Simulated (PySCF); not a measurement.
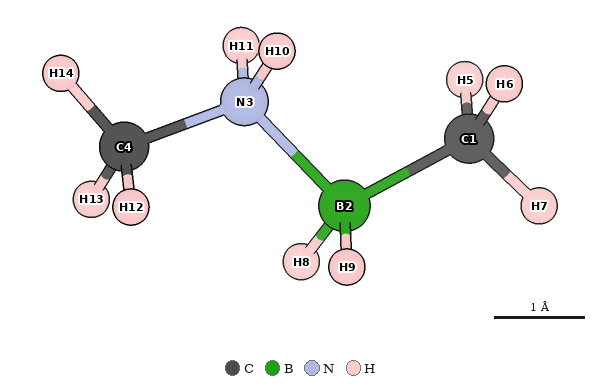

Figure 1. The input geometry (ball-and-stick view, seen at a tilt; atoms are numbered from 1 in the order of the input). Bond lengths as drawn: B–C 1.61 Å, B–H 1.23 Å, B–N 1.64 Å, C–H 1.10 to 1.11 Å, C–N 1.46 Å and H–N 1.02 Å.

C2H10BN: NMR shielding calculation

C2H10BN, computed with GIAO LC-wPBE/pcSseg-2 NMR shielding, non-relativistic, gas phase (PySCF 2.14.0).

The geometry comes from this level: PBE0-D3(BJ)/def2-SVP. Figures and captions count atoms from 1; the log counts them from 0 in places.

**The program's output**
```
coarse grid: 10520 points
cycle   1  E = -161.7643786842  dE =  2.584e-01  |g| = 3.658e-01  |ddm| = 2.136e+00
cycle   2  E = -161.7970503184  dE = -3.267e-02  |g| = 2.094e-01  |ddm| = 4.643e-01
cycle   3  E = -161.8072634510  dE = -1.021e-02  |g| = 4.288e-02  |ddm| = 1.335e-01
cycle   4  E = -161.8077034128  dE = -4.400e-04  |g| = 1.464e-02  |ddm| = 3.803e-02
cycle   5  E = -161.8077528140  dE = -4.940e-05  |g| = 3.913e-03  |ddm| = 1.290e-02
cycle   6  E = -161.8077563877  dE = -3.574e-06  |g| = 1.104e-03  |ddm| = 3.722e-03
final grid: 98336 points
cycle   7  E = -161.8122002515  dE = -1.247e-04  |g| = 5.649e-03  |ddm| = 4.141e-02
cycle   8  E = -161.8122036064  dE = -3.355e-06  |g| = 4.219e-03  |ddm| = 5.682e-03
cycle   9  E = -161.8122073421  dE = -3.736e-06  |g| = 4.731e-04  |ddm| = 2.284e-03
cycle  10  E = -161.8122073650  dE = -2.293e-08  |g| = 2.394e-04  |ddm| = 4.965e-04
cycle  11  E = -161.8122073875  dE = -2.249e-08  |g| = 2.974e-05  |ddm| = 1.450e-04
cycle  12  E = -161.8122073879  dE = -4.415e-10  |g| = 9.388e-06  |ddm| = 5.756e-05
```

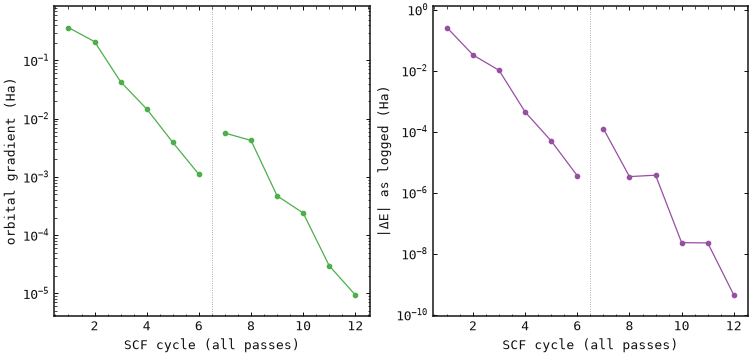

Figure 2. Convergence of the self-consistent field: orbital gradient and size of the energy change against the SCF cycle. The dotted line marks the change from a coarse to the final integration grid. The first 6 cycles use a coarse grid, the final grid takes over at cycle 7, and the field converges after 12 cycles in all.

```
converged SCF energy = -161.8122073879

GIAO shielding tensors (ppm)
atom      isotropic    diamagn.    paramagn.     s11        s22        s33       span
  0 C      185.694     240.919     -55.225    180.245    187.343    189.493      9.248
  1 B      115.762     185.046     -69.285     95.417    114.131    137.736     42.319
  2 N      214.117     311.172     -97.055    202.338    219.914    220.098     17.760
  3 C      153.809     236.976     -83.167    132.599    139.090    189.737     57.138
  4 H       31.693      30.660       1.032     28.132     29.426     37.520      9.389
  5 H       31.701      30.669       1.032     28.144     29.445     37.514      9.370
  6 H       31.146      28.899       2.248     27.357     27.817     38.265     10.908
  7 H       29.191      30.797      -1.606     26.061     29.812     31.699      5.638
  8 H       29.191      30.801      -1.611     26.064     29.794     31.714      5.650
  9 H       28.965      32.165      -3.200     22.245     27.213     37.438     15.193
 10 H       28.982      32.167      -3.185     22.238     27.271     37.438     15.201
 11 H       28.667      28.466       0.200     24.610     27.316     34.074      9.463
 12 H       28.676      28.472       0.204     24.647     27.267     34.114      9.467
 13 H       29.026      27.405       1.621     24.259     26.608     36.212     11.954
```

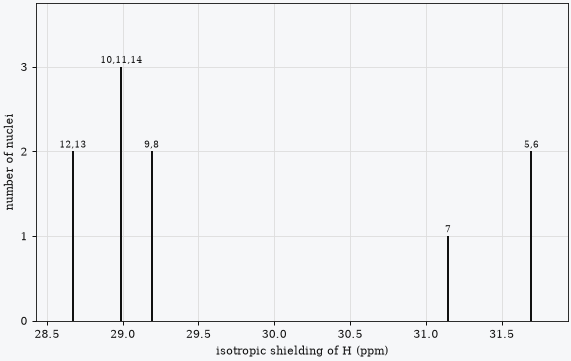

Figure 3. Isotropic shieldings of the hydrogen nuclei in this fixed geometry, labelled by atom number; shielding grows to the right, so chemical shift grows to the left. The least shielded is H12 (28.7 ppm), the most shielded H6 (31.7 ppm).

This output came from the following input.

**Input**
```
{"job": {"kind": "nmr", "xc": "LC-wPBE", "basis": "pcSseg-2", "pop": false}, "charge": 0, "multiplicity": 1}
C     -1.977411     0.160188     0.204012
B     -0.566175     0.322287    -0.558176
N      0.597145    -0.266773     0.434179
C      1.957704    -0.210147    -0.103891
H     -2.244919    -0.890055     0.427825
H     -2.038288     0.723379     1.154446
H     -2.787989     0.550739    -0.432585
H     -0.461566    -0.357756    -1.579676
H     -0.228068     1.490607    -0.752821
H      0.538846     0.252784     1.312277
H      0.344877    -1.229866     0.665177
H      2.192291     0.833687    -0.347070
H      1.988660    -0.788810    -1.035582
H      2.700123    -0.604841     0.605985
```

The first line tells a small driver script what to run in PySCF; the rest is the geometry in Å.

Launch command:
```bash
OMP_NUM_THREADS=1 python <driver script> task.json out
```

**Summary**

```json
{"quantity": "outcome", "value": "converged"}
{"quantity": "total energy", "value": "−161.812207 hartree"}
{"quantity": "HOMO", "value": "−10.13 eV"}
{"quantity": "LUMO", "value": "1.74 eV"}
{"quantity": "dipole moment", "value": "5.11 D"}
{"quantity": "isotropic shielding, C", "value": "153.8 to 185.7 ppm"}
{"quantity": "isotropic shielding, B", "value": "115.8 ppm"}
{"quantity": "isotropic shielding, N", "value": "214.1 ppm"}
{"quantity": "isotropic shielding, H", "value": "28.7 to 31.7 ppm"}
{"quantity": "hardware", "value": "1 CPU thread, shared host"}
{"quantity": "wall time", "value": "89 s"}
{"quantity": "peak memory", "value": "1.1 GiB"}
```
